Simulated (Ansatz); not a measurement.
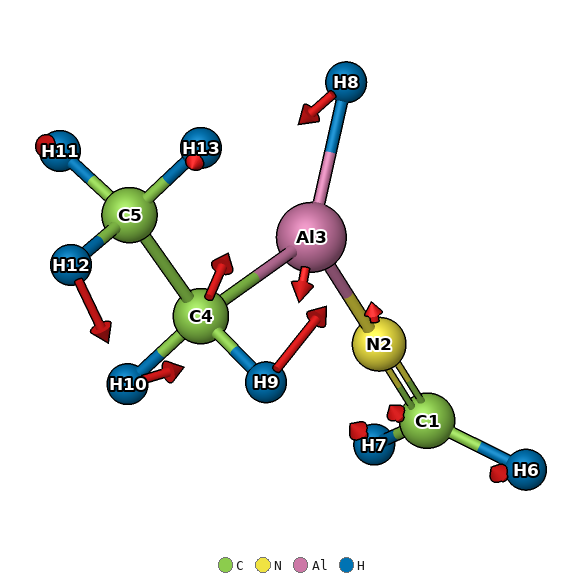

The arrows show one normal mode. Harmonic vibrations computed with RKS PBE0-D4/def2-TZVP (Ansatz 0.2.0) at a stationary point of the same level.

At what wavenumber does it lie?

Answer. 594 cm⁻¹; it is mode 9 of 33 counted from the lowest.
